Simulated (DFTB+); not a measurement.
Geometry relaxation, with input and output: TiCl3F (part 1 of 2)

The run: geometry relaxation of TiCl3F, SMILES [F][Ti]([Cl])([Cl])[Cl]. Method and program: GFN1-xTB, R-SCC, dispersion built in (DFTB+ 25.1).

The geometry comes from this level: GFN2-xTB.

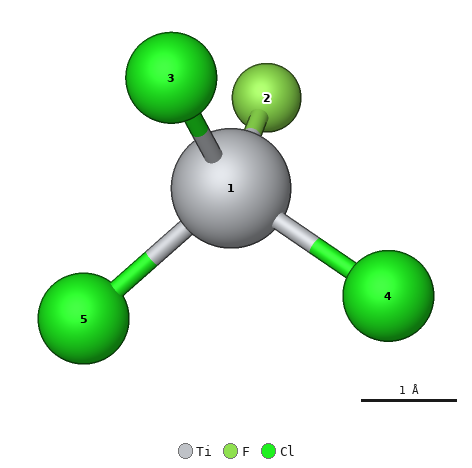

The input geometry (ball-and-stick view, seen at a tilt; atoms are numbered from 1 in the order of the input). Sticks mark near contacts. Bond lengths as drawn: Cl–Ti 2.11 Å and F–Ti 1.69 Å.

Key numbers

| quantity | value |
| --- | --- |
| outcome | converged |
| Mermin free energy | −19.370879 hartree |
| basis functions | 40 |
| largest force | 0.135 eV/Å |
| HOMO | −13.64 eV |
| LUMO | −10.61 eV |
| dipole moment | 0.44 D |
| hardware | 1 thread of AMD EPYC (Zen 3), 24 GiB of memory available, shared host |
| peak memory | 0.073 GiB |

Notes

Settings chosen away from the usual ones: gtol. These settings are looser than, or depart from, a standard set-up, so the numbers are not reference values for this system.

The input (dftb_in.hsd)
```
Geometry = xyzFormat {
  <<< "mol.xyz"
}

Driver = GeometryOptimisation {
  Optimiser = Rational {}
  MaxSteps = 200
  Convergence = {
    GradElem = 0.003
  }
  AppendGeometries = Yes
}

Hamiltonian = xTB {
  Method = "GFN1-xTB"
  SCCTolerance = 1e-08
  Filling = Fermi {
    Temperature [Kelvin] = 300
  }
}

Analysis = {
  PrintForces = Yes
}

Options = {
  WriteResultsTag = Yes
}

ParserOptions = {
  ParserVersion = 14
}
```

File mol.xyz
```
5

Ti     0.000670    -0.001080     0.137250
F      0.008540    -0.014720     1.829960
Cl     1.952590     0.010010    -0.664880
Cl    -0.984990     1.696570    -0.637470
Cl    -0.976820    -1.690790    -0.664850
```

Launched with:
```bash
dftb+ > run.log
```

The program's output
```
|  DFTB+ development version (commit: a23bfb2)

Reading input file 'dftb_in.hsd'
Parser version: 14

--------------------------------------------------------------------------------

Processed input in HSD format written to 'dftb_pin.hsd'

Starting initialization...
--------------------------------------------------------------------------------
OpenMP threads:              1
Chosen random seed:          197420991
Current stacksize:           unlimited
Mode:                        Geometry optimisation relaxation
Self consistent charges:     Yes
SCC-tolerance:                 0.100000E-07
Max. scc iterations:                    100
Shell resolved Hubbard:      Yes
Spin polarisation:           No
Nr. of up electrons:            16.000000
Nr. of down electrons:          16.000000
Periodic boundaries:         No
Electronic solver:           Relatively robust
Mixer:                       Broyden mixer
Mixing parameter:                  0.200000
Nr. of chrg. vec. in memory:            100
Max. SCC-cycles:                        100
Max. nr. of geometry steps:             200
tblite library version:      0.3.0
-> parametrization:          GFN1-xTB
-> repulsion:                Yes
-> dispersion:               Yes
-> halogen bonding:          Yes
-> electrostatics:           Yes
   -> isotropic:             Yes
   -> anisotropic:           No
   -> third-order:           Yes
Electronic temperature:              0.950045E-03 H      0.258520E-01 eV
Initial charges:             Set automatically (system chrg:   0.000E+00)
Included shells:            Ti:  d, s, p
                             F:  s, p
                            Cl:  s, p, d
Extra options:
                             Mulliken analysis
                             Force calculation
Force type                   original

--------------------------------------------------------------------------------

***  Geometry step: 0

 iSCC Total electronic   Diff electronic      SCC error
    1   -0.18088935E+02    0.00000000E+00    0.16997230E+01
    2   -0.19379443E+02   -0.18088935E+02    0.89796074E+00
    3   -0.19398405E+02   -0.12905075E+01    0.81834613E+00
    4   -0.19244009E+02   -0.18962861E-01    0.62764749E+00
    5   -0.19363957E+02    0.15439653E+00    0.38044639E+00
    6   -0.19390575E+02   -0.11994801E+00    0.18609441E+00
    7   -0.19416707E+02   -0.26617856E-01    0.42971836E-01
    8   -0.19416076E+02   -0.26131824E-01    0.64821464E-01
    9   -0.19416781E+02    0.63090057E-03    0.16112680E-01
   10   -0.19416817E+02   -0.70541621E-03    0.93733383E-02
   11   -0.19416829E+02   -0.36323757E-04    0.43672659E-02
   12   -0.19416833E+02   -0.11354820E-04    0.29786945E-04
   13   -0.19416833E+02   -0.40674457E-05    0.64963481E-06
   14   -0.19416833E+02   -0.18182433E-09    0.15506918E-05
   15   -0.19416833E+02    0.47961635E-12    0.81546174E-07
   16   -0.19416833E+02   -0.49737992E-12    0.27527992E-07
   17   -0.19416833E+02    0.35527137E-14    0.48296418E-08

Total Energy:                      -19.3691434517 H         -527.0612 eV
Extrapolated to 0K:                -19.3691434517 H         -527.0612 eV
Total Mermin free energy:          -19.3691434517 H         -527.0612 eV
Force related energy:              -19.3691434517 H         -527.0612 eV

total energy  -1.9369143E+01 H       energy change -1.9369143E+01 H
gradient norm  2.2536865E-02 H/a0    max. gradient  1.3005166E-02 H/a0
step length    0.0000000E+00 a0      max. step      0.0000000E+00 a0

--------------------------------------------------------------------------------

***  Geometry step: 1

 iSCC Total electronic   Diff electronic      SCC error
    1   -0.19416589E+02    0.00000000E+00    0.10540277E-01
    2   -0.19416614E+02    0.24343469E-03    0.32820854E-02
    3   -0.19416619E+02   -0.24318332E-04    0.33058653E-02
    4   -0.19416620E+02   -0.53353491E-05    0.13912731E-02
    5   -0.19416620E+02   -0.12195579E-05    0.22404184E-03
    6   -0.19416620E+02   -0.76550545E-07    0.10688698E-03
    7   -0.19416620E+02   -0.19051356E-08    0.17074389E-05
    8   -0.19416620E+02   -0.96681063E-09    0.17632323E-06
    9   -0.19416620E+02   -0.22026825E-12    0.91397592E-07
   10   -0.19416620E+02   -0.71054274E-14    0.10675794E-08

Total Energy:                      -19.3695600694 H         -527.0725 eV
Extrapolated to 0K:                -19.3695600694 H         -527.0725 eV
Total Mermin free energy:          -19.3695600694 H         -527.0725 eV
Force related energy:              -19.3695600694 H         -527.0725 eV

total energy  -1.9369560E+01 H       energy change -4.1661770E-04 H
gradient norm  1.4632808E-02 H/a0    max. gradient  7.9812897E-03 H/a0
step length    2.2536865E-02 a0      max. step      1.3005166E-02 a0

--------------------------------------------------------------------------------

***  Geometry step: 2

 iSCC Total electronic   Diff electronic      SCC error
    1   -0.19415958E+02    0.00000000E+00    0.19465647E-01
    2   -0.19416033E+02    0.66219158E-03    0.58165399E-02
    3   -0.19416049E+02   -0.74633154E-04    0.64085498E-02
    4   -0.19416053E+02   -0.16269127E-04    0.26832433E-02
    5   -0.19416053E+02   -0.39990801E-05    0.35116413E-03
    6   -0.19416053E+02   -0.27749135E-06    0.30367717E-03
    7   -0.19416053E+02    0.13504575E-09    0.32062693E-05
    8   -0.19416053E+02   -0.74841502E-08    0.75346195E-06
    9   -0.19416053E+02   -0.76738615E-12    0.18525341E-06
   10   -0.19416053E+02   -0.14921397E-12    0.92147585E-08

Total Energy:                      -19.3698890625 H         -527.0815 eV
Extrapolated to 0K:                -19.3698890625 H         -527.0815 eV
Total Mermin free energy:          -19.3698890625 H         -527.0815 eV
Force related energy:              -19.3698890625 H         -527.0815 eV

total energy  -1.9369889E+01 H       energy change -3.2899307E-04 H
gradient norm  7.9050116E-03 H/a0    max. gradient  5.7372163E-03 H/a0
step length    4.2813716E-02 a0      max. step      2.3358973E-02 a0

--------------------------------------------------------------------------------

***  Geometry step: 3

 iSCC Total electronic   Diff electronic      SCC error
    1   -0.19415789E+02    0.00000000E+00    0.23635737E-02
    2   -0.19415789E+02    0.26427276E-03    0.95071631E-03
    3   -0.19415789E+02   -0.13653236E-06    0.91806099E-03
    4   -0.19415789E+02   -0.95865751E-08    0.69747999E-04
    5   -0.19415789E+02   -0.45650193E-07    0.41975836E-04
    6   -0.19415789E+02   -0.69958972E-09    0.13489848E-05
    7   -0.19415789E+02   -0.13195134E-09    0.46954064E-06
    8   -0.19415789E+02   -0.21316282E-12    0.16968281E-07
    9   -0.19415789E+02   -0.10658141E-13    0.23521198E-08

Total Energy:                      -19.3699510010 H         -527.0832 eV
Extrapolated to 0K:                -19.3699510010 H         -527.0832 eV
Total Mermin free energy:          -19.3699510010 H         -527.0832 eV
Force related energy:              -19.3699510010 H         -527.0832 eV

total energy  -1.9369951E+01 H       energy change -6.1938576E-05 H
gradient norm  7.6960693E-03 H/a0    max. gradient  5.8973460E-03 H/a0
step length    9.7807653E-03 a0      max. step      4.7254710E-03 a0

--------------------------------------------------------------------------------

***  Geometry step: 4

 iSCC Total electronic   Diff electronic      SCC error
    1   -0.19412241E+02    0.00000000E+00    0.24698995E-01
    2   -0.19412247E+02    0.35483381E-02    0.13547963E-01
    3   -0.19412248E+02   -0.59948368E-05    0.63724966E-02
    4   -0.19412251E+02   -0.12882417E-05    0.76302736E-03
    5   -0.19412251E+02   -0.26449676E-05    0.11324690E-03
    6   -0.19412251E+02   -0.30655364E-07    0.50559822E-04
    7   -0.19412251E+02   -0.45885002E-08    0.66225236E-05
    8   -0.19412251E+02   -0.64335026E-09    0.64599692E-06
    9   -0.19412251E+02   -0.25792701E-11    0.96118203E-07
   10   -0.19412251E+02   -0.42632564E-13    0.27157434E-08

Total Energy:                      -19.3704523565 H         -527.0968 eV
Extrapolated to 0K:                -19.3704523565 H         -527.0968 eV
Total Mermin free energy:          -19.3704523565 H         -527.0968 eV
Force related energy:              -19.3704523565 H         -527.0968 eV

total energy  -1.9370452E+01 H       energy change -5.0135541E-04 H
gradient norm  7.7779160E-03 H/a0    max. gradient  4.4378186E-03 H/a0
step length    1.3592791E-01 a0      max. step      6.0922500E-02 a0

--------------------------------------------------------------------------------

***  Geometry step: 5

 iSCC Total electronic   Diff electronic      SCC error
    1   -0.19412105E+02    0.00000000E+00    0.10811888E-02
    2   -0.19412105E+02    0.14624491E-03    0.14768279E-02
    3   -0.19412105E+02   -0.29956943E-06    0.10640033E-02
    4   -0.19412105E+02   -0.73628868E-07    0.20162275E-03
    5   -0.19412105E+02   -0.29102385E-07    0.78989663E-04
    6   -0.19412105E+02   -0.12535324E-08    0.21656866E-05
    7   -0.19412105E+02   -0.55313265E-09    0.22933732E-06
    8   -0.19412105E+02   -0.52580162E-12    0.27341343E-07
    9   -0.19412105E+02   -0.35527137E-14    0.38964814E-08

Total Energy:                      -19.3705269662 H         -527.0989 eV
Extrapolated to 0K:                -19.3705269662 H         -527.0989 eV
Total Mermin free energy:          -19.3705269662 H         -527.0989 eV
Force related energy:              -19.3705269662 H         -527.0989 eV

total energy  -1.9370527E+01 H       energy change -7.4609792E-05 H
gradient norm  7.8896580E-03 H/a0    max. gradient  4.9988435E-03 H/a0
step length    2.8329070E-02 a0      max. step      1.4474368E-02 a0

--------------------------------------------------------------------------------

***  Geometry step: 6
```
